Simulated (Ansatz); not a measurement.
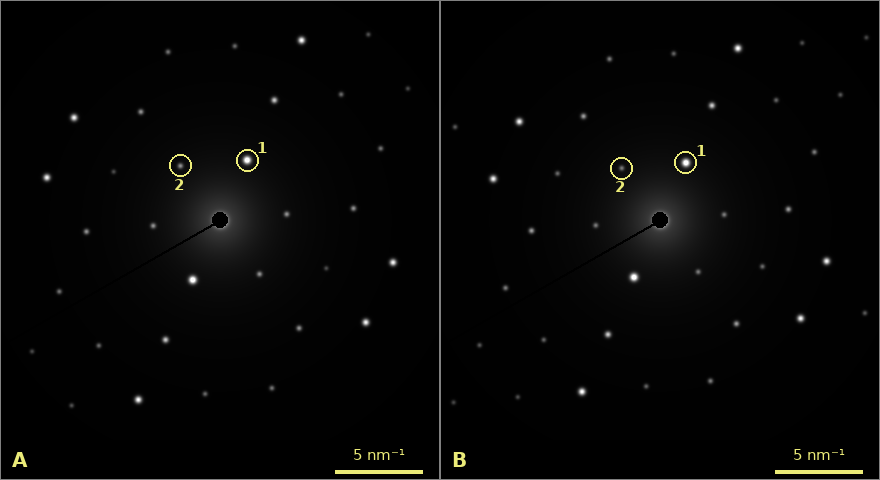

Kinematic electron diffraction patterns (120 kV, B = 0.5 Å², same scale) along [111] of the run's own cell, for the start and the end of one relaxation of GeBP2 with DFT PBE, scalar-relativistic, plane waves, PAW (Ansatz 0.2.0). k mesh 12×12×4. The start is a generated model structure, and the relaxation ends in the nearest stationary point of its symmetry, not necessarily the ground state. Spot 1 is -1 1 0 and spot 2 is -1 0 1 in both.

Start structure:

```
Ge B P
1.0
     3.05060    0.00000    0.00000
    -1.52530    2.64189    0.00000
     0.00000    0.00000   13.65302
Ge B P
2 2 4
Direct
  0.33333 0.66667 0.75000
  0.66667 0.33333 0.25000
  0.00000 0.00000 0.50000
  0.00000 0.00000 0.00000
  0.33333 0.66667 0.41400
  0.66667 0.33333 0.91400
  0.66667 0.33333 0.58600
  0.33333 0.66667 0.08600
```

Question: Which pattern belongs to the start structure, and which to the relaxed one?

Answer: A is the start: its cell gives d(1) = 2.642 Å, d(2) = 2.594 Å and an angle of 60.6°. B is the relaxed structure, with d(1) = 2.765 Å (+4.7 %), d(2) = 2.697 Å (+4.0 %) and 60.8°.

Question: What did the relaxation do to the structure and the energy?

Answer: The volume changed by -1.9 % to 13.50 Å³ an atom; with the mean shift removed, the atoms moved by up to 0.10 Å relative to the cell (P most); the space group stayed P6_3/mmc (No. 194); the free energy fell by 21 meV an atom. Relaxed cell: a = 3.193 Å, b = 3.193 Å, c = 12.231 Å, α = 90.00°, β = 90.00°, γ = 120.00°.
